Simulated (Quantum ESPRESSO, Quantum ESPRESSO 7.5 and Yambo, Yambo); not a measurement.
# A GW chain in Yambo: PbO (P4/nmm)

How does a plane-wave GW calculation on PbO (P4/nmm) run from the first input to the gap?

Method: PBE and many-body steps on it, plane waves, in Quantum ESPRESSO 7.5 and Yambo 5.3.0.

The database entry behind the starting cell differs from later determinations by our own check (c about 1 % long), so it need not match the best structure at ambient conditions.

### 1. The starting structure

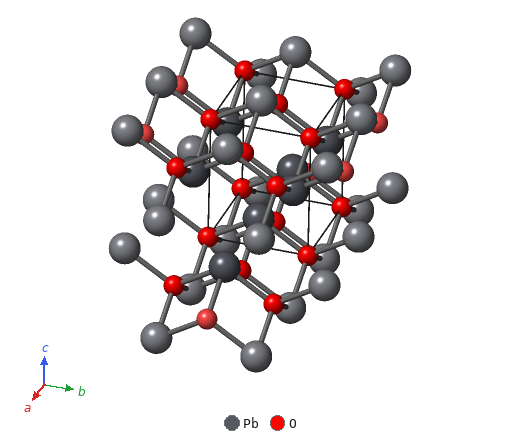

The starting structure, seen slightly off an axis (lead dark grey, oxygen red). 2×1×1 cells are drawn. Some periodic images of atoms are drawn too.

The cell and positions come from the Crystallography Open Database and are kept as given unless a step says otherwise. Spin-orbit coupling is left out unless a step names it.

### 2. Ground state

This step: Quantum ESPRESSO 7.5; DFT, PBE, plane waves, norm-conserving pseudopotentials.

The ground-state density comes first.

Contents of pw.in:

```
&control
  calculation = 'scf'
  prefix = 'x'
  outdir = 'o'
  pseudo_dir = 'pseudo'
/
&system
  ibrav = 0
  nat = 4
  ntyp = 2
  ecutwfc = 76.0
  nbnd = 34
  force_symmorphic = .true.
/
&electrons
  conv_thr = 1e-10
  electron_maxstep = 80
  mixing_beta = 0.5
/
ATOMIC_SPECIES
  Pb 207.2 Pb.upf
  O 15.999 O.upf
CELL_PARAMETERS angstrom
  3.9600000000 0.0000000000 0.0000000000
  0.0000000000 3.9600000000 0.0000000000
  0.0000000000 0.0000000000 5.0700000000
ATOMIC_POSITIONS crystal
  Pb 0.0000000000 0.5000000000 0.2385140000
  Pb 0.5000000000 0.0000000000 0.7614860000
  O 0.0000000000 0.0000000000 0.0000000000
  O 0.5000000000 0.5000000000 0.0000000000
K_POINTS automatic
  6 6 4 0 0 0
```

Command:

```console
> OMP_NUM_THREADS=1 mpirun -n 8 pw.x -nk 8 -in pw.in > pw.out
```

What it wrote:

```text
Program PWSCF v.7.5 starts

     This program is part of the open-source Quantum ESPRESSO suite
     for quantum simulation of materials; please cite
         "P. Giannozzi et al., J. Phys.:Condens. Matter 21 395502 (2009);
         "P. Giannozzi et al., J. Phys.:Condens. Matter 29 465901 (2017);
         "P. Giannozzi et al., J. Chem. Phys. 152 154105 (2020);
     in publications or presentations arising from this work. More details at
     Message from routine setup:
     using ibrav=0 with symmetry is DISCOURAGED, use correct ibrav instead

     G-vector sticks info

     bravais-lattice index     =            0
     lattice parameter (alat)  =       7.4833  a.u.
     unit-cell volume          =     536.5311 (a.u.)^3
     number of atoms/cell      =            4
     number of atomic types    =            2
     number of electrons       =        56.00
     number of Kohn-Sham states=           34
     kinetic-energy cutoff     =      76.0000  Ry
     charge density cutoff     =     304.0000  Ry
     scf convergence threshold =      1.0E-10
     mixing beta               =       0.5000
     number of iterations used =            8  plain     mixing
     Exchange-correlation= PBE
                           (   1   4   3   4   0   0   0)

     celldm(1)=   7.483315  celldm(2)=   0.000000  celldm(3)=   0.000000
     celldm(4)=   0.000000  celldm(5)=   0.000000  celldm(6)=   0.000000

     crystal axes: (cart. coord. in units of alat)
               a(1) = (   1.000000   0.000000   0.000000 )
               a(2) = (   0.000000   1.000000   0.000000 )
               a(3) = (   0.000000   0.000000   1.280303 )

     reciprocal axes: (cart. coord. in units 2 pi/alat)
               b(1) = (  1.000000  0.000000  0.000000 )
               b(2) = (  0.000000  1.000000  0.000000 )
               b(3) = (  0.000000  0.000000  0.781065 )
     Pseudo is Norm-conserving + core correction, Zval = 22.0
     Generated using ONCVPSP code by D. R. Hamann
     Using radial grid of 1692 points,  7 beta functions with:
     Pseudo is Norm-conserving + core correction, Zval =  6.0
     Generated using ONCVPSP code by D. R. Hamann
     Using radial grid of  936 points,  5 beta functions with:
     Pb               22.00   207.20000     Pb( 1.00)
     O                 6.00    15.99900     O ( 1.00)

      8 Sym. Ops. (no inversion) found

   Cartesian axes

     site n.     atom                  positions (alat units)
         1        Pb     tau(   1) = (   0.0000000   0.5000000   0.3053702  )
         2        Pb     tau(   2) = (   0.5000000   0.0000000   0.9749328  )
         3        O      tau(   3) = (   0.0000000   0.0000000   0.0000000  )
         4        O      tau(   4) = (   0.5000000   0.5000000   0.0000000  )

     number of k points=    30
                       cart. coord. in units 2pi/alat
        k(    1) = (   0.0000000   0.0000000   0.0000000), wk =   0.0138889
        k(    2) = (   0.0000000   0.0000000   0.1952663), wk =   0.0277778
        k(    3) = (   0.0000000   0.0000000  -0.3905325), wk =   0.0138889
        k(    4) = (   0.0000000   0.1666667   0.0000000), wk =   0.0555556
        k(    5) = (   0.0000000   0.1666667   0.1952663), wk =   0.1111111
        k(    6) = (   0.0000000   0.1666667  -0.3905325), wk =   0.0555556
        k(    7) = (   0.0000000   0.3333333   0.0000000), wk =   0.0555556
        k(    8) = (   0.0000000   0.3333333   0.1952663), wk =   0.1111111
        k(    9) = (   0.0000000   0.3333333  -0.3905325), wk =   0.0555556
        k(   10) = (   0.0000000  -0.5000000   0.0000000), wk =   0.0277778
     [... 18 further rows ...]
        k(   29) = (  -0.5000000  -0.5000000   0.1952663), wk =   0.0277778
        k(   30) = (  -0.5000000  -0.5000000  -0.3905325), wk =   0.0138889

     Dense  grid:    48109 G-vectors     FFT dimensions: (  45,  45,  54)

     Initial potential from superposition of free atoms

     starting charge      55.9957, renormalised to      56.0000
     Starting wfcs are   34 randomized atomic wfcs

     per-process dynamical memory:    45.7 Mb

     Self-consistent Calculation

     iteration #  1     ecut=    76.00 Ry     beta= 0.50

     total energy              =    -904.70528333 Ry
     estimated scf accuracy    <       1.41674277 Ry

     iteration #  2     ecut=    76.00 Ry     beta= 0.50

     total energy              =    -904.92370585 Ry
     estimated scf accuracy    <       1.96037814 Ry

     iteration #  3     ecut=    76.00 Ry     beta= 0.50

     total energy              =    -905.29375849 Ry
     estimated scf accuracy    <       0.03957023 Ry

     iteration #  4     ecut=    76.00 Ry     beta= 0.50

     total energy              =    -905.29602499 Ry
     estimated scf accuracy    <       0.00515130 Ry

     iteration #  5     ecut=    76.00 Ry     beta= 0.50

     total energy              =    -905.29686348 Ry
     estimated scf accuracy    <       0.00098721 Ry

     iteration #  6     ecut=    76.00 Ry     beta= 0.50

     total energy              =    -905.29704764 Ry
     estimated scf accuracy    <       0.00001671 Ry

     iteration #  7     ecut=    76.00 Ry     beta= 0.50

     total energy              =    -905.29704683 Ry
     estimated scf accuracy    <       0.00002526 Ry

     iteration #  8     ecut=    76.00 Ry     beta= 0.50

     total energy              =    -905.29704506 Ry
     estimated scf accuracy    <       0.00000766 Ry

     iteration #  9     ecut=    76.00 Ry     beta= 0.50

     total energy              =    -905.29704641 Ry
     estimated scf accuracy    <       0.00000005 Ry

     iteration # 10     ecut=    76.00 Ry     beta= 0.50

     total energy              =    -905.29704642 Ry
     estimated scf accuracy    <       0.00000001 Ry

     iteration # 11     ecut=    76.00 Ry     beta= 0.50

     total energy              =    -905.29704642 Ry
     estimated scf accuracy    <          1.2E-09 Ry

     iteration # 12     ecut=    76.00 Ry     beta= 0.50

     End of self-consistent calculation

          k = 0.0000 0.0000 0.0000 (  6023 PWs)   bands (ev):

  -128.2830-128.2830 -69.9774 -69.9774 -69.9769 -69.9769 -69.9736 -69.9728
    -7.8584  -7.3200  -5.5689  -5.5689  -5.5086  -5.5056  -5.4213  -5.3480
    -5.3451  -5.3451  -5.3282  -3.9810   3.2148   3.7135   6.2611   6.2611
     8.7623   8.8860   8.8860  10.4904  12.9003  16.0070  16.0704  16.0704
    17.0432  17.0433

          k = 0.0000 0.0000 0.1953 (  6003 PWs)   bands (ev):

  -128.2831-128.2829 -69.9773 -69.9773 -69.9770 -69.9770 -69.9735 -69.9729
    -7.8465  -7.3120  -5.5453  -5.5453  -5.5251  -5.4840  -5.4096  -5.3727
    -5.3727  -5.3572  -5.3400  -3.9736   2.2241   5.0873   6.3359   6.3359
     8.7449   8.8729   8.8729  10.0697  12.6311  15.0213  15.0213  15.5356
    18.3218  18.3219

          k = 0.0000 0.0000-0.3905 (  6026 PWs)   bands (ev):

  -128.2831-128.2829 -69.9772 -69.9772 -69.9770 -69.9770 -69.9734 -69.9731
    -7.8346  -7.3040  -5.5417  -5.5100  -5.5100  -5.4570  -5.4122  -5.4122
    -5.3908  -5.3715  -5.3589  -3.9664   1.7793   6.0769   6.4144   6.4144
     8.7279   8.8572   8.8572   9.4097  12.5985  14.4710  14.4710  14.8306
    19.1286  19.1286

          k = 0.0000 0.1667 0.0000 (  6013 PWs)   bands (ev):

     [... further k-points ...]

     highest occupied, lowest unoccupied level (ev):    10.4904   11.6307

!    total energy              =    -905.29704642 Ry
     estimated scf accuracy    <          2.8E-11 Ry

     The total energy is the sum of the following terms:
     one-electron contribution =    -520.71232850 Ry
     hartree contribution      =     265.95390638 Ry
     xc contribution           =    -152.79672405 Ry
     ewald contribution        =    -497.74190025 Ry

     convergence has been achieved in  12 iterations

     XML data file, charge density, pseudopotentials, collected wavefunctions

=------------------------------------------------------------------------------=
   JOB DONE.
=------------------------------------------------------------------------------=
```

Elapsed: 13 s, on 8 MPI ranks of Arm Neoverse V2, shared host; peak memory 0.71 GiB; 1.8 min of CPU time.

This step gave:

```yaml
total_energy: -12317.1938 eV
gap: 1.140 eV
k_of_the_valence_top: 0, 0, 0
k_of_the_conduction_bottom: -0.5, -0.5, 0
least_direct_gap: 2.140 eV
```

The gap is indirect, with the least direct gap 1.00 eV higher.

### 3. Bands along the symmetry lines

Levels along a band path, at the cheap level, show where the edges lie and whether the meshes to come will hold them.

Contents of pw.in:

```
&control
  calculation = 'bands'
  prefix = 'x'
  outdir = 'o'
  pseudo_dir = 'pseudo'
/
&system
  ibrav = 0
  nat = 4
  ntyp = 2
  ecutwfc = 76.0
  nbnd = 34
  force_symmorphic = .true.
/
&electrons
  conv_thr = 1e-9
  electron_maxstep = 80
  diago_full_acc = .true.
  diago_thr_init = 5e-6
/
ATOMIC_SPECIES
  Pb 207.2 Pb.upf
  O 15.999 O.upf
CELL_PARAMETERS angstrom
  3.9600000000 0.0000000000 0.0000000000
  0.0000000000 3.9600000000 0.0000000000
  0.0000000000 0.0000000000 5.0700000000
ATOMIC_POSITIONS crystal
  Pb 0.0000000000 0.5000000000 0.2385140000
  Pb 0.5000000000 0.0000000000 0.7614860000
  O 0.0000000000 0.0000000000 0.0000000000
  O 0.5000000000 0.5000000000 0.0000000000
K_POINTS crystal
  75
  0.00000000 0.00000000 0.00000000 1
  0.00000000 0.06250000 0.00000000 1
  0.00000000 0.12500000 0.00000000 1
  0.00000000 0.18750000 0.00000000 1
  0.00000000 0.25000000 0.00000000 1
  0.00000000 0.31250000 0.00000000 1
  0.00000000 0.37500000 0.00000000 1
  0.00000000 0.43750000 0.00000000 1
  0.00000000 0.50000000 0.00000000 1
  0.06250000 0.50000000 0.00000000 1
  0.12500000 0.50000000 0.00000000 1
  0.18750000 0.50000000 0.00000000 1
  0.25000000 0.50000000 0.00000000 1
  0.31250000 0.50000000 0.00000000 1
  0.37500000 0.50000000 0.00000000 1
  0.43750000 0.50000000 0.00000000 1
  0.50000000 0.50000000 0.00000000 1
  0.43750000 0.43750000 0.00000000 1
  0.37500000 0.37500000 0.00000000 1
  0.31250000 0.31250000 0.00000000 1
  0.25000000 0.25000000 0.00000000 1
  0.18750000 0.18750000 0.00000000 1
  0.12500000 0.12500000 0.00000000 1
  0.06250000 0.06250000 0.00000000 1
  0.00000000 0.00000000 0.00000000 1
  0.00000000 0.00000000 0.06250000 1
  0.00000000 0.00000000 0.12500000 1
  0.00000000 0.00000000 0.18750000 1
  0.00000000 0.00000000 0.25000000 1
  0.00000000 0.00000000 0.31250000 1
  0.00000000 0.00000000 0.37500000 1
  0.00000000 0.00000000 0.43750000 1
  0.00000000 0.00000000 0.50000000 1
  0.00000000 0.06250000 0.50000000 1
  0.00000000 0.12500000 0.50000000 1
  0.00000000 0.18750000 0.50000000 1
  0.00000000 0.25000000 0.50000000 1
  0.00000000 0.31250000 0.50000000 1
  0.00000000 0.37500000 0.50000000 1
  0.00000000 0.43750000 0.50000000 1
  0.00000000 0.50000000 0.50000000 1
  0.06250000 0.50000000 0.50000000 1
  0.12500000 0.50000000 0.50000000 1
  0.18750000 0.50000000 0.50000000 1
  0.25000000 0.50000000 0.50000000 1
  0.31250000 0.50000000 0.50000000 1
  0.37500000 0.50000000 0.50000000 1
  0.43750000 0.50000000 0.50000000 1
  0.50000000 0.50000000 0.50000000 1
  0.43750000 0.43750000 0.50000000 1
  0.37500000 0.37500000 0.50000000 1
  0.31250000 0.31250000 0.50000000 1
  0.25000000 0.25000000 0.50000000 1
  0.18750000 0.18750000 0.50000000 1
  0.12500000 0.12500000 0.50000000 1
  0.06250000 0.06250000 0.50000000 1
  0.00000000 0.00000000 0.50000000 1
  0.00000000 0.50000000 0.00000000 1
  0.00000000 0.50000000 0.06250000 1
  0.00000000 0.50000000 0.12500000 1
  0.00000000 0.50000000 0.18750000 1
  0.00000000 0.50000000 0.25000000 1
  0.00000000 0.50000000 0.31250000 1
  0.00000000 0.50000000 0.37500000 1
  0.00000000 0.50000000 0.43750000 1
  0.00000000 0.50000000 0.50000000 1
  0.50000000 0.50000000 0.00000000 1
  0.50000000 0.50000000 0.06250000 1
  0.50000000 0.50000000 0.12500000 1
  0.50000000 0.50000000 0.18750000 1
  0.50000000 0.50000000 0.25000000 1
  0.50000000 0.50000000 0.31250000 1
  0.50000000 0.50000000 0.37500000 1
  0.50000000 0.50000000 0.43750000 1
  0.50000000 0.50000000 0.50000000 1
```

What it wrote:

```text
[banner, memory and clock lines left out]
Program PWSCF v.7.5 starts

     Atomic positions and unit cell read from directory:
     o/x.save/

     Message from routine setup:
     using ibrav=0 with symmetry is DISCOURAGED, use correct ibrav instead

     G-vector sticks info

     bravais-lattice index     =            0
     lattice parameter (alat)  =       7.4833  a.u.
     unit-cell volume          =     536.5311 (a.u.)^3
     number of atoms/cell      =            4
     number of atomic types    =            2
     number of electrons       =        56.00
     number of Kohn-Sham states=           34
     kinetic-energy cutoff     =      76.0000  Ry
     charge density cutoff     =     304.0000  Ry
     Exchange-correlation= PBE
                           (   1   4   3   4   0   0   0)

     celldm(1)=   7.483315  celldm(2)=   0.000000  celldm(3)=   0.000000
     celldm(4)=   0.000000  celldm(5)=   0.000000  celldm(6)=   0.000000

     crystal axes: (cart. coord. in units of alat)
               a(1) = (   1.000000   0.000000   0.000000 )
               a(2) = (   0.000000   1.000000   0.000000 )
               a(3) = (   0.000000   0.000000   1.280303 )

     reciprocal axes: (cart. coord. in units 2 pi/alat)
               b(1) = (  1.000000  0.000000  0.000000 )
               b(2) = (  0.000000  1.000000  0.000000 )
               b(3) = (  0.000000  0.000000  0.781065 )
     Pseudo is Norm-conserving + core correction, Zval = 22.0
     Generated using ONCVPSP code by D. R. Hamann
     Using radial grid of 1692 points,  7 beta functions with:
     Pseudo is Norm-conserving + core correction, Zval =  6.0
     Generated using ONCVPSP code by D. R. Hamann
     Using radial grid of  936 points,  5 beta functions with:
     Pb               22.00   207.20000     Pb( 1.00)
     O                 6.00    15.99900     O ( 1.00)

      8 Sym. Ops. (no inversion) found

   Cartesian axes

     site n.     atom                  positions (alat units)
         1        Pb     tau(   1) = (   0.0000000   0.5000000   0.3053702  )
         2        Pb     tau(   2) = (   0.5000000   0.0000000   0.9749328  )
         3        O      tau(   3) = (   0.0000000   0.0000000   0.0000000  )
         4        O      tau(   4) = (   0.5000000   0.5000000   0.0000000  )

     number of k points=    75
                       cart. coord. in units 2pi/alat
        k(    1) = (   0.0000000   0.0000000   0.0000000), wk =   0.0266667
        k(    2) = (   0.0000000   0.0625000   0.0000000), wk =   0.0266667
        k(    3) = (   0.0000000   0.1250000   0.0000000), wk =   0.0266667
[...]
[... 63 further rows ...]
        k(   74) = (   0.5000000   0.5000000   0.3417160), wk =   0.0266667
        k(   75) = (   0.5000000   0.5000000   0.3905325), wk =   0.0266667

     Dense  grid:    48109 G-vectors     FFT dimensions: (  45,  45,  54)

     The potential is recalculated from file :
     o/x.save/charge-density

     Starting wfcs are   34 randomized atomic wfcs

     Band Structure Calculation

     End of band structure calculation

          k = 0.0000 0.0000 0.0000 (  6023 PWs)   bands (ev):

  -128.2830-128.2830 -69.9774 -69.9774 -69.9769 -69.9769 -69.9736 -69.9728
    -7.8584  -7.3200  -5.5689  -5.5689  -5.5086  -5.5056  -5.4213  -5.3480
    -5.3451  -5.3451  -5.3282  -3.9810   3.2148   3.7136   6.2611   6.2611
     8.7623   8.8860   8.8860  10.4904  12.9003  16.0071  16.0704  16.0704
    17.0432  17.0432

          k = 0.0000 0.0625 0.0000 (  6021 PWs)   bands (ev):

  -128.2830-128.2830 -69.9774 -69.9774 -69.9769 -69.9769 -69.9736 -69.9728
[...]
16.8800  17.0634

          k = 0.0000 0.1250 0.0000 (  6015 PWs)   bands (ev):

  -128.2831-128.2830 -69.9774 -69.9774 -69.9770 -69.9769 -69.9736 -69.9728
[...]
16.5157  17.1201

[...]
k = 0.5000 0.5000 0.3417 (  5984 PWs)   bands (ev):

  -128.2830-128.2830 -69.9775 -69.9775 -69.9772 -69.9772 -69.9732 -69.9732
[...]
16.2460  16.2460

          k = 0.5000 0.5000 0.3905 (  5984 PWs)   bands (ev):

  -128.2830-128.2830 -69.9775 -69.9775 -69.9772 -69.9772 -69.9732 -69.9732
[...]
-5.3628  -5.3628  -4.4549  -4.4549   2.3599   2.3599   6.5838   6.5838
     8.1891   8.1891   9.4889   9.4889  13.8403  13.8403  15.1573  15.1573
    16.2625  16.2625

     XML data file, pseudopotentials, collected wavefunctions
```

The job ended after 7 s (8 MPI ranks; peak memory 0.6 GiB).

This step gave:

| Item | Value |
| --- | --- |
| gap | 1.139 eV |
| k of the valence top | 0, 0.0625, 0 |
| k of the conduction bottom | 0.5, 0.5, 0 |
| least direct gap | 2.140 eV |

The gap is 1.139 eV, −0.001 eV from the run before at this level.

Electronic bands along the path, in eV, zero at the top of the highest filled band:

```tsv
point	band 25	band 26	band 27	band 28	band 29	band 30	band 31	band 32
Γ	-1.73	-1.61	-1.61	0.00	2.41	5.52	5.58	5.58
X	-2.96	-2.96	-1.74	-1.74	3.32	3.32	6.61	6.61
M	-1.76	-1.76	-1.00	-1.00	1.14	1.14	5.20	5.20
Γ	-1.73	-1.61	-1.61	0.00	2.41	5.52	5.58	5.58
Z	-1.76	-1.63	-1.63	-1.08	2.11	3.98	3.98	4.34
R	-2.93	-2.93	-1.07	-1.07	3.01	3.01	6.31	6.31
A	-2.30	-2.30	-1.00	-1.00	3.35	3.35	4.67	4.67
Z	-1.76	-1.63	-1.63	-1.08	2.11	3.98	3.98	4.34
jump to X	-2.96	-2.96	-1.74	-1.74	3.32	3.32	6.61	6.61
R	-2.93	-2.93	-1.07	-1.07	3.01	3.01	6.31	6.31
jump to M	-1.76	-1.76	-1.00	-1.00	1.14	1.14	5.20	5.20
A	-2.30	-2.30	-1.00	-1.00	3.35	3.35	4.67	4.67
```

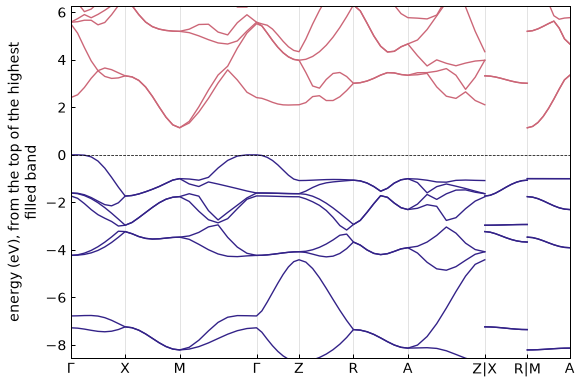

Electronic bands along the path; lines of filled and empty bands in two colours.

[end of part 1 of 3]

[Paths, hosts, dates, memory and timing lines, banners, echoed tables and standing remarks are left out of the program output.]

[Logs are printed without paths, hosts, clocks, repeated set-up lines and the standing remarks that a program may print on its own settings, such as how far it seeks lower states.]

[Runs of the session that timed out or met a known fault of the program may be left out.]

[Hosts, paths, dates, database ids (printed as entryN), source tags and the programs' standing remarks are cut or masked in the printed files.]
